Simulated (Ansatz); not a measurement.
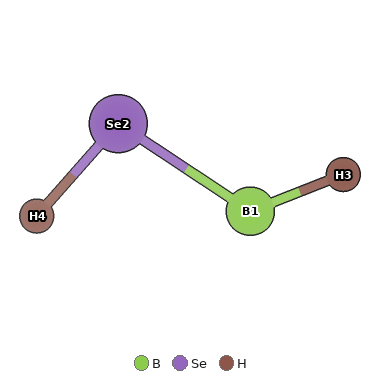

The system is BH2Se, SMILES [BH][SeH], spin multiplicity 2; the picture shows the reference structure. Coordinates scanned: (1) bond length B1–Se2; (2) bond length B1–H3. Nothing is relaxed (all other coordinates rigid). Grid: 7 × 7 points. Points are written as (first, second). Energies: kJ/mol, counted from the relaxed molecule at the same level. The calculation used UKS r2SCAN0-D4/def2-TZVP (Ansatz).

Its coordinates:

```xyz
4

B    -0.0861   -0.7740    0.2781
Se    0.3364    0.9888   -0.2034
H     0.5624   -1.4489    1.0055
H    -0.8128    1.2341   -1.0802
```

Range: bond length B1–Se2 from 1.613 to 2.626 Å; bond length B1–H3 from 1.019 to 1.660 Å.

### What will the energy surface look like?

The lowest grid point is at (1.951 Å, 1.233 Å), 8 kJ/mol from the relaxed molecule at the same level. The bottom of the well lies between grid points, at about (1.874 Å, 1.185 Å), about 7.7 kJ/mol lower on the interpolated surface. No other kind of well shows on this grid. The highest grid point, (2.626 Å, 1.660 Å), lies 320 kJ/mol above the lowest. Round the minimum the two coordinates are nearly uncoupled.

| bond length B1–H3 ↓, bond length B1–Se2 → | 1.613 | 1.782 | 1.951 | 2.119 | 2.288 | 2.457 | 2.626 |
| --- | --- | --- | --- | --- | --- | --- | --- |
| 1.660 | 241 | 145 | 138 | 173 | 223 | 276 | 327 |
| 1.553 | 200 | 103 | 97 | 132 | 183 | 238 | 290 |
| 1.446 | 161 | 65 | 59 | 94 | 146 | 202 | 255 |
| 1.339 | 129 | 33 | 27 | 63 | 115 | 172 | 225 |
| 1.233 | 109 | 13 | 8 | 44 | 97 | 154 | 208 |
| 1.126 | 111 | 15 | 10 | 46 | 100 | 157 | 213 |
| 1.019 | 150 | 55 | 50 | 87 | 141 | 199 | 255 |

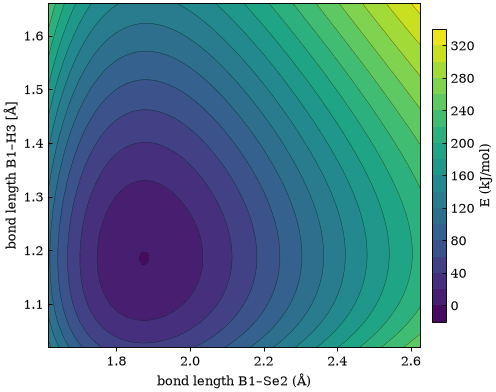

The picture shows filled contours. Between grid points the surface is interpolated.

The whole map (49 points run) took 7.9 min on 1 thread of Arm Neoverse V1, with other jobs on the host.
